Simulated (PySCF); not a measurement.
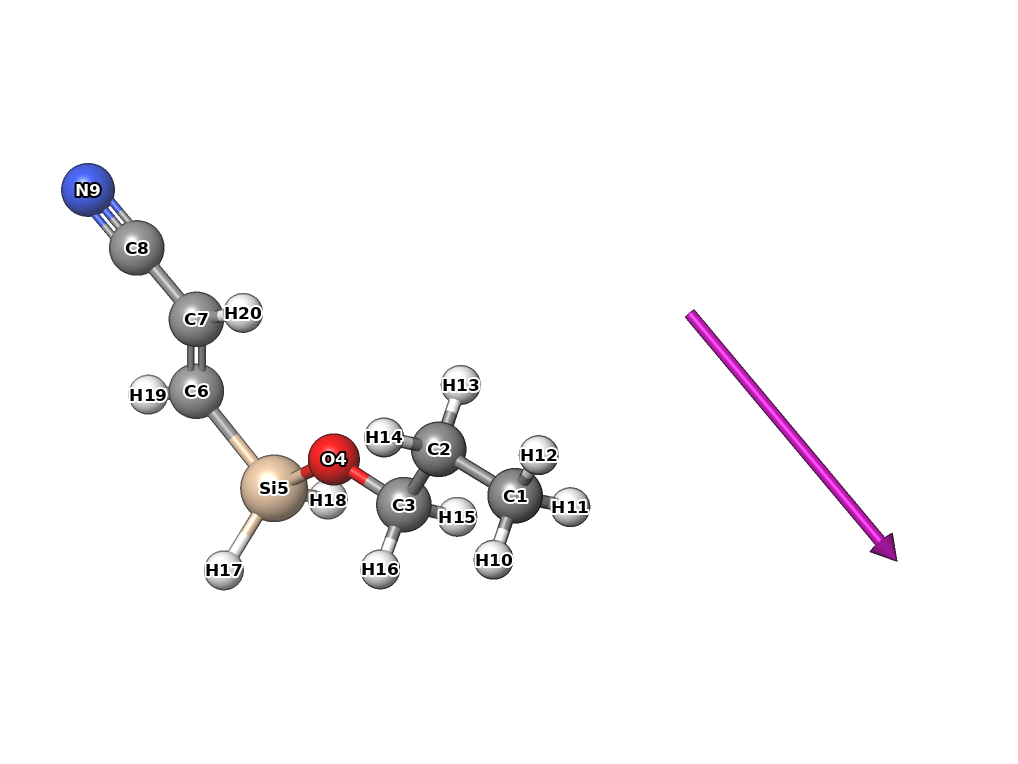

The arrow beside the molecule shows the direction of the dipole moment, from the negative to the positive end (its length means nothing). The computed structure is the end point of a GFN2-xTB optimisation. No frequency run is at hand to confirm it as a minimum. Level of theory: PBE0/pcSseg-1, gas phase (PySCF 2.14.0).

> Estimate the dipole moment.

5.32 D; it points from the side of N9 to the side of H10, H11 (the outermost atoms at the two ends).

The geometry is semi-empirical. Around Si such bond lengths and angles can be off by a tenth of an ångström or more and by several degrees, and values that hang on the shape move with them.
